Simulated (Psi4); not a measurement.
# SiH2O2 (SMILES O[Si]O): B3LYP/aug-cc-pVDZ

What is the vertical ionisation energy of SiH2O2 at B3LYP/aug-cc-pVDZ? 

The calculation is run with Psi4 1.11.

2 further runs of the same task are left out: 2 set aside as unsound or not needed.

**1. The molecule**

SiH2O2 has 5 atoms, charge 0, and is taken as a singlet. As SMILES, `O[Si]O`. The shape is that of a PBE0-D4/def2-TZVP optimisation. This is one conformer, not always the lowest.

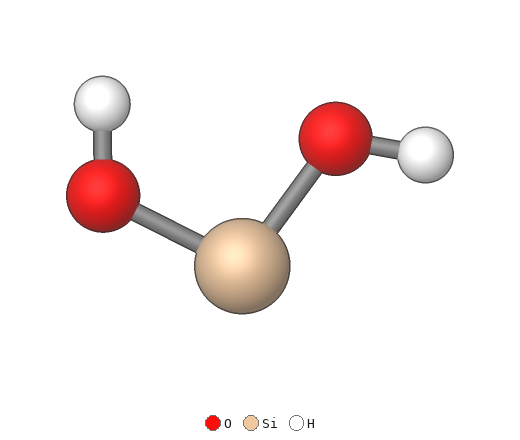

The structure, seen from a chosen angle (oxygen red, silicon light orange, hydrogen white).

**2. Energy and gradient at B3LYP/aug-cc-pVDZ**

Contents of h2o2si.xyz:

```xyz
5
H2O2Si
O     -1.443200    -0.105600    -0.275000
Si    -0.212000    -0.791300     0.567700
O      1.036000     0.187500     0.068600
H     -1.231900     0.648900    -0.836100
H      1.901100    -0.013100     0.433400
```

Contents of h2o2si_ase.py:

```python
import numpy as np
from ase.calculators.psi4 import Psi4
from ase.io import read

a = read('h2o2si.xyz')
calc = Psi4(atoms=a, method='b3lyp', basis='aug-cc-pVDZ', memory='2200MB', num_threads=1, charge=0, multiplicity=1, label='h2o2si')
calc.psi4.set_options({'puream': True, 'e_convergence': 1e-09, 'd_convergence': 1e-08, 'scf_type': 'pk', 'dft_radial_points': 99, 'dft_spherical_points': 590})
a.calc = calc

forces = a.get_forces()
print(f'energy: {a.get_potential_energy():.6f} eV')
print('forces / eV A^-1')
print(np.round(forces, 5))
```

The run is started by

```
$ python h2o2si_ase.py
```

h2o2si.dat:

```text
[...]
  Running in c1 symmetry.
[...]
  Nuclear repulsion =  103.646253627355790
[...]
  Multiplicity = 1
[...]
  Nalpha       = 16
  Nbeta        = 16
[...]
    Number of basis functions: 91
[...]
   @RKS iter   1:  -440.85566136087431   -2.25393e-01   1.10983e-02 ADIIS/DIIS
[...]
   @RKS iter  11:  -441.24610133028790   -1.64846e-12   4.87415e-09 DIIS
[...]
    Orbital Energies [Eh]
    ---------------------
    Doubly Occupied:
       1A    -66.184383     2A    -19.169636     3A    -19.162853
       4A     -5.322333     5A     -3.682719     6A     -3.681021
       7A     -3.676935     8A     -1.037642     9A     -1.010012
      10A     -0.578376    11A     -0.534457    12A     -0.415752
      13A     -0.384758    14A     -0.377932    15A     -0.343210
      16A     -0.258592
[...]
  @RKS Final Energy:  -441.24610133028790
   => Energetics <=
    Nuclear Repulsion Energy =            103.6462536273557902
    One-Electron Energy =                -815.7030146909457926
    Two-Electron Energy =                 302.1953299414597041
    DFT Exchange-Correlation Energy =     -31.3846702081576083
    Empirical Dispersion Energy =           0.0000000000000000
    VV10 Nonlocal Energy =                  0.0000000000000000
    Total Energy =                       -441.2461013302878996
[...]
 Multipole Moments:
 ------------------------------------------------------------------------------------
     Multipole            Electronic (a.u.)      Nuclear  (a.u.)        Total (a.u.)
 ------------------------------------------------------------------------------------
 L = 1.  Multiply by 2.5417464519 to convert [e a0] to [Debye]
 Dipole X            :         -0.3283218            0.9827718            0.6544500
 Dipole Y            :         -0.9772355            1.2000747            0.2228392
 Dipole Z            :          0.7133295           -0.7406014           -0.0272719
 Magnitude           :                                                    0.6918857
[...]
  -Total Gradient:
     Atom            X                  Y                   Z
    ------   -----------------  -----------------  -----------------
       1        0.020970980141    -0.008947231419     0.012155629985
       2       -0.000303147639     0.029234537636    -0.023715842464
       3       -0.015977228919    -0.016277514699     0.009422385577
       4       -0.000061039016    -0.004085380088     0.003282118505
       5       -0.004671066688     0.000076363954    -0.001154609410
[...]
```

The script printed:

```text
energy: -12006.917995 eV
forces / eV A^-1
[[-1.07837  0.46009 -0.62507]
 [ 0.01559 -1.5033   1.21952]
 [ 0.82158  0.83702 -0.48452]
 [ 0.00314  0.21008 -0.16877]
 [ 0.2402  -0.00393  0.05937]]
```

Run time: 34 s. Hardware: 1 thread of Intel Xeon Platinum 8259CL at 2.50GHz (Skylake/Cascade Lake), shared host; peak memory 1.2 GiB.

**3. The doublet cation, same level**

Contents of calc.py:

```python
import psi4

psi4.set_memory('2200 MB')
psi4.set_num_threads(1)
psi4.set_output_file('psi4.out', False)

m = psi4.geometry("""
1 2
O     -1.443200    -0.105600    -0.275000
Si    -0.212000    -0.791300     0.567700
O      1.036000     0.187500     0.068600
H     -1.231900     0.648900    -0.836100
H      1.901100    -0.013100     0.433400
symmetry c1
no_reorient
no_com
""")

psi4.set_options({
    'reference': 'uks',
    'puream': True,
    'e_convergence': 1e-09,
    'd_convergence': 1e-08,
    'scf_type': 'pk',
    'dft_radial_points': 99,
    'dft_spherical_points': 590,
    'maxiter': 100,
})

E, wfn = psi4.gradient("b3lyp/aug-cc-pVDZ", molecule=m, return_wfn=True)
psi4.oeprop(wfn, "MAYER_INDICES", "MULLIKEN_CHARGES", "LOWDIN_CHARGES")
print('gradient / Eh bohr^-1')
print(E.np.round(6))
print(f'energy = {wfn.energy():.10f} Eh')
```

The run is started by

```
$ python calc.py
```

psi4.out (excerpt; [...] marks lines left out):

```text
[...]
  Running in c1 symmetry.
[...]
  Nuclear repulsion =  103.646253627355790
[...]
  Multiplicity = 2
[...]
  Nalpha       = 16
  Nbeta        = 15
[...]
    Number of basis functions: 91
[...]
   @UKS iter   1:  -440.51869575441259    1.11572e-01   1.05922e-02 ADIIS/DIIS
[...]
   @UKS iter  14:  -440.88968477021768   -2.67164e-12   2.61419e-09 DIIS
[...]
   @S^2 Observed:                7.537382633E-01
[...]
  @UKS Final Energy:  -440.88968477021768
   => Energetics <=
    Nuclear Repulsion Energy =            103.6462536273557902
    One-Electron Energy =                -806.6410546541728763
    Two-Electron Energy =                 293.2386993353224511
    DFT Exchange-Correlation Energy =     -31.1335830787230634
    Empirical Dispersion Energy =           0.0000000000000000
    VV10 Nonlocal Energy =                  0.0000000000000000
    Total Energy =                       -440.8896847702176842
[...]
 Multipole Moments:
 ------------------------------------------------------------------------------------
     Multipole            Electronic (a.u.)      Nuclear  (a.u.)        Total (a.u.)
 ------------------------------------------------------------------------------------
 L = 1.  Multiply by 2.5417464519 to convert [e a0] to [Debye]
 Dipole X            :         10.9354873          -10.5000742            0.4354131
 Dipole Y            :         17.3097092          -18.4951275           -1.1854183
 Dipole Z            :        -10.1201934           11.1378568            1.0176634
 Magnitude           :                                                    1.6218631
[...]
  -Total Gradient:
     Atom            X                  Y                   Z
    ------   -----------------  -----------------  -----------------
       1        0.012379081092     0.026564824342    -0.018580844078
       2        0.008789268679    -0.032858050978     0.028621165799
       3        0.001832559480     0.019406346025    -0.015260541901
       4       -0.003155096457    -0.008448088637     0.006095118969
       5       -0.019886366067    -0.004664239795    -0.000885007113
[...]
  Mulliken Charges: (a.u.)
   Center  Symbol    Alpha    Beta     Spin     Total
       1     O     4.25596  4.24215  0.01381 -0.49811
       2    SI     6.62430  5.82237  0.80193  1.55333
       3     O     4.30110  4.11069  0.19041 -0.41178
       4     H     0.40940  0.40595  0.00345  0.18465
[...]
```

On the terminal:

```text
gradient / Eh bohr^-1
[[ 0.012379  0.026565 -0.018581]
 [ 0.008789 -0.032858  0.028621]
 [ 0.001833  0.019406 -0.015261]
 [-0.003155 -0.008448  0.006095]
 [-0.019886 -0.004664 -0.000885]]
energy = -440.8896847702 Eh
```

It took 53 s on 1 thread of Intel Xeon Platinum 8259CL at 2.50GHz (Skylake/Cascade Lake), shared host; peak memory 1.2 GiB.

**4. Summary of results**

At B3LYP/aug-cc-pVDZ:

| quantity | value |
| --- | --- |
| singlet SiH2O2: total energy | -441.24610 Eh |
| singlet SiH2O2: dipole moment | 1.76 D |
| singlet SiH2O2: HOMO energy | -7.04 eV |
| singlet SiH2O2: LUMO energy | -1.48 eV |
| singlet SiH2O2: HOMO–LUMO gap | 5.56 eV |
| singlet SiH2O2: largest force on an atom | 1.936 eV/Å |
| doublet cation: total energy | -440.88968 Eh |
| doublet cation: HOMO energy (highest over α and β) | -15.72 eV |
| doublet cation: LUMO energy (lowest over α and β) | -12.35 eV |
| doublet cation: ⟨S²⟩ | 0.754 |
| doublet cation: largest force on an atom | 2.286 eV/Å |
| vertical ionisation energy (to the doublet cation) | 9.699 eV |

**Reading.** Removing an electron at fixed nuclei costs 9.70 eV (224 kcal/mol). The largest force (singlet SiH2O2) is 1.94 eV/Å: the shape isn't a stationary point for this species at this level. −ε(HOMO) before ionisation, 7.04 eV, is 2.66 eV below this ionisation energy. Mulliken charges (doublet cation) run from -0.50 on O1 to +1.55 on Si2; in a basis this large or diffuse they mean little.
